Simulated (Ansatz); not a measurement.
# SnS (SMILES [S][Sn]): BLYP/def2-TZVP (core potential)

Aim: the electronic atomisation energy of SnS at BLYP/def2-TZVP (core potential), from 3 runs. 

The calculation is run with Ansatz 0.2.0.

37 further runs of the same task are left out: 1 that didn't finish, 36 set aside as unsound or not needed.

## (1) Starting point

SnS: 2 atoms, total charge 0, spin state singlet. SMILES: `[S][Sn]`. Geometry: the measured bond length.

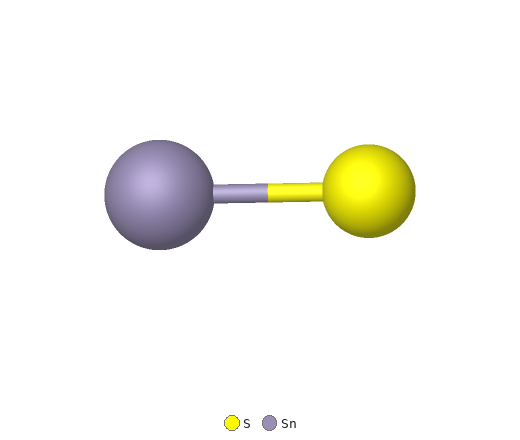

Viewed from a chosen angle; sulfur yellow, tin purple.

## (2) A single-point energy at BLYP/def2-TZVP (core potential)

File job.yaml:

```yaml
crystal:
  periodic: [false, false, false]
  atoms:
    - symbol: S
      position_ang: [0.000000, 0.000000, 0.000000]
    - symbol: Sn
      position_ang: [0.000000, 0.000000, 2.209026]
basis:
  gaussian:
    orbitals: def2-TZVP
hamiltonian:
  xc: {name: BLYP}
accuracy: high
output: {orbitals: {seedname: orbitals}}
```

Run with:

```sh
$ ansatz run job.yaml --threads 1 --pin off --max-ram 3480MiB --events-out events.jsonl --progress --plain --runs-dir runs
```

The log of the run:

```text
Warning: RAYON_NUM_THREADS=1 ignored (pool sized by the plan → 1); use --threads N
Functional definition: BLYP
  name "BLYP"
  parameter beta = 0.0042
  parameter a = 0.04918
  parameter b = 0.132
  parameter c = 0.2533
  parameter d = 0.349
  exchange = b88_x(beta = beta)
  correlation = lyp_c(a = a, b = b, c = c, d = d)
1408 factors; integrals over basis functions are off by at most 3.1e-9 eV
mean field evaluation 1: about -16662.9606 eV, gradient 3.6e1 eV
mean field evaluation 2: about -16591.0858 eV, gradient 1.2e2 eV
mean field evaluation 4: about -16667.0050 eV, gradient 9.1e0 eV
mean field evaluation 8: about -16667.2894 eV, gradient 2.5e-1 eV
mean field evaluation 16: about -16667.2896 eV, gradient 3.5e-5 eV
mean field -16667.28958289 eV, -612.5115946767 hartree, gradient 6.3e-8 eV, S^2 0.000000; 0 other end points of the search recorded, 0 dependent functions left out
reference -16667.28961851 eV, -612.5115959857 hartree; 19, 19 occupied and 68, 68 virtual orbitals, 1408 factors
Total energy: -16667.28961851 eV, -612.5115959857 hartree
```

Run time: 3.9 s. Hardware: 1 thread of Arm Neoverse V2, shared host; peak memory 0.17 GiB.

## (3) The S atom

File input.yaml:

```yaml
basis:
  gaussian:
    orbitals: def2-TZVP
crystal:
  periodic: [false, false, false]
  atoms:
    - {symbol: S, position_ang: [0.000000, 0.000000, 0.000000]}
magnetization:
  spin_polarized: true
  initial_magnetization: 2
hamiltonian:
  xc: {name: BLYP}
accuracy: high
```

Run the same way, it converges to -398.11616 Eh (log not shown).

## (4) The Sn atom

File input.yaml:

```yaml
crystal:
  periodic: [false, false, false]
  atoms:
    - symbol: Sn
      position_ang: [0.000000, 0.000000, 0.000000]
basis:
  gaussian:
    orbitals: def2-TZVP
magnetization:
  spin_polarized: true
  initial_magnetization: 2
hamiltonian:
  xc: {name: BLYP}
accuracy: high
```

Run with:

```sh
$ ansatz run input.yaml --threads 1 --pin off --max-ram 3480MiB --events-out events.jsonl --progress --plain --runs-dir runs
```

The log of the run (excerpt; [...] marks lines left out):

```text
Warning: RAYON_NUM_THREADS=1 ignored (pool sized by the plan → 1); use --threads N
[... 9 set-up lines as earlier in the session ...]
500 factors; integrals over basis functions are off by at most 3.4e-9 eV
mean field evaluation 1: about -5828.7520 eV, gradient 3.3e0 eV
mean field evaluation 2: about -5828.7688 eV, gradient 3.5e0 eV
mean field evaluation 4: about -5828.8280 eV, gradient 1.7e0 eV
mean field evaluation 8: about -5828.8259 eV, gradient 1.7e0 eV
mean field evaluation 16: about -5828.8434 eV, gradient 2.2e-7 eV
mean field evaluation 32: about -5828.8463 eV, gradient 5.0e-2 eV
mean field -5828.84336303 eV, -214.2060426595 hartree, gradient 9.8e-9 eV, S^2 2.001154; 1 other end points of the search recorded, 0 dependent functions left out
reference -5828.84339222 eV, -214.2060437322 hartree; 12, 10 occupied and 38, 40 virtual orbitals, 500 factors
Total energy: -5828.84339222 eV, -214.2060437322 hartree
```

It took 3 s on 1 thread of Arm Neoverse V2, shared host; peak memory 0.11 GiB.

## (5) Summary of results

At BLYP/def2-TZVP (core potential):

| quantity | value |
| --- | --- |
| molecule: total energy | -612.51160 Eh |
| molecule: HOMO energy | -6.15 eV |
| molecule: LUMO energy | -3.05 eV |
| molecule: HOMO–LUMO gap | 3.10 eV |
| S atom: total energy | -398.11616 Eh |
| S atom: ⟨S²⟩ | 2.003 |
| Sn atom: total energy | -214.20604 Eh |
| Sn atom: ⟨S²⟩ | 2.001 |
| electronic atomisation energy | 5.154 eV |

Taking the molecule apart into free atoms costs 5.15 eV (119 kcal/mol), before zero-point energy and without spin-orbit coupling.
